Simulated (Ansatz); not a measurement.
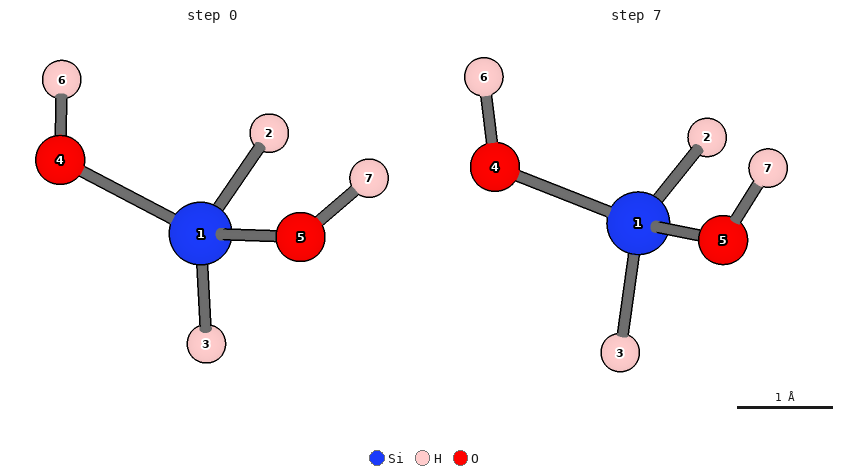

The structure of SiH$_{4}$O$_{2}$ before (left) and after (right) a relaxation, at one scale.

The picture is a ball-and-stick view, seen at a tilt.

It is one of the separated products of a reaction.

Level of theory: RKS PBE0-D4/def2-TZVP in Ansatz 0.2.0.

Input
```yaml
crystal:
  periodic: [false, false, false]
  atoms:
    - {symbol: Si, position_ang: [-0.221289, 0.567405, -0.405517]}
    - {symbol: H, position_ang: [-0.160916, 1.876735, -1.184614]}
    - {symbol: H, position_ang: [-1.660907, 0.215767, -0.586705]}
    - {symbol: O, position_ang: [0.214515, 1.168483, 1.093519]}
    - {symbol: O, position_ang: [0.877217, -0.299413, -1.322164]}
    - {symbol: H, position_ang: [0.376530, 2.112475, 1.051494]}
    - {symbol: H, position_ang: [1.224073, 0.234672, -2.038813]}
basis:
  gaussian: {orbitals: def2-TZVP}
hamiltonian: {xc: pbe0, dispersion: d4}
relax: {f_tol: 0.005, max_steps: 200}
```

Run as
```bash
ansatz run in.yaml --threads 4 --pin off --events-out ev --progress --plain --max-ram 9574MiB
```

Summarise the run.

Answer. The largest moves after the best rigid fit, 0.41 Å, are those of H6 and H7. By element the largest moves are H 0.41 Å, Si 0.30 Å, O 0.18 Å. Some distances before and after: Si1–H2 1.525 → 1.490 Å, Si1–O4 1.673 → 1.641 Å, Si1–H3 1.493 → 1.474 Å. Bond angles that change, for instance: H2–Si1–H3 100.3° → 113.3°, H2–Si1–O4 98.0° → 108.9°, H3–Si1–O4 116.4° → 105.7°. The energy falls by 64.4 kJ/mol in 7 geometry steps. Largest force component: 2.9 eV/Å at the start, 0.0042 eV/Å at the end. The run took 7 s on 4 threads of Arm Neoverse V2, with other jobs on the host.
